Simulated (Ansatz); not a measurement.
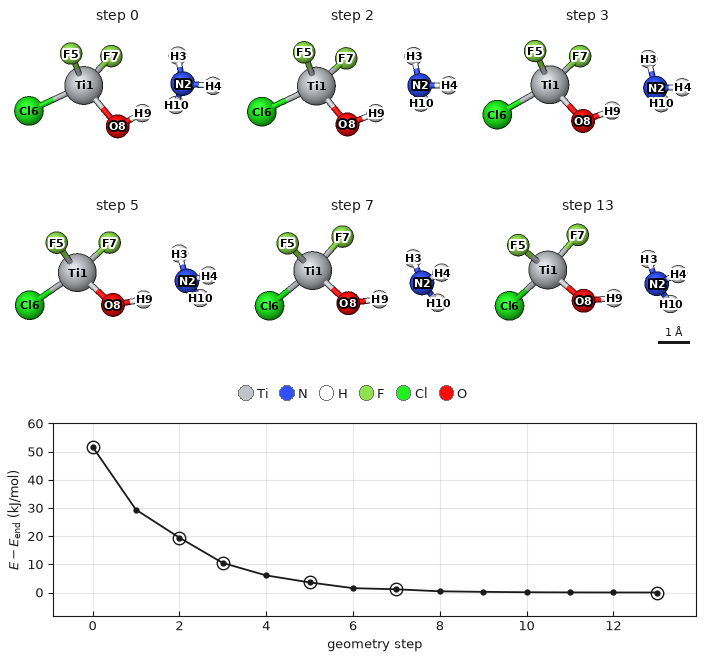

Frames of a relaxation of TiNH₄OClF₂, marked on the history of the run. Style: ball-and-stick. Shown at a tilt.

The run prepares an end point of a later path (reaction) calculation, from a guessed geometry.

These are results of Ansatz 0.2.0, RKS B3LYP-D4/def2-SVP, not measurements. (no spin polarisation; force threshold 0.03 eV/Å; at most 50 steps)

> What happens along the run?

The energy falls by 51.8 kJ/mol in 13 geometry steps. Largest force component: 2 eV/Å at the start, 0.016 eV/Å at the end. The largest move after the best rigid fit is that of H10, 0.88 Å. Largest moves by element: H 0.88 Å, F 0.76 Å, O 0.67 Å, N 0.47 Å, Cl 0.44 Å, Ti 0.35 Å. Some distances before and after: Ti1–N2 3.272 → 3.603 Å, Ti1–O8 1.841 → 1.726 Å, O8–H9 0.999 → 1.035 Å, Ti1–Cl6 2.194 → 2.219 Å. Among the angles between lasting bonds that change: Ti1–O8–H9 107.4° → 119.7°, F7–Ti1–O8 107.3° → 103.3°, F5–Ti1–F7 107.0° → 111.0°. Groups turn about Ti1–O8 by about 70°. From step 0 to 2: H10 moves most (0.39 Å), energy −32.3 kJ/mol. From step 2 to 3: H9 moves most (0.20 Å), energy −8.99 kJ/mol. From step 3 to 5: H10 moves most (0.33 Å), energy −6.90 kJ/mol. From step 5 to 7: H3 moves most (0.25 Å), energy −2.46 kJ/mol. From step 7 to 13: Cl6 moves most (0.18 Å), energy −1.14 kJ/mol.
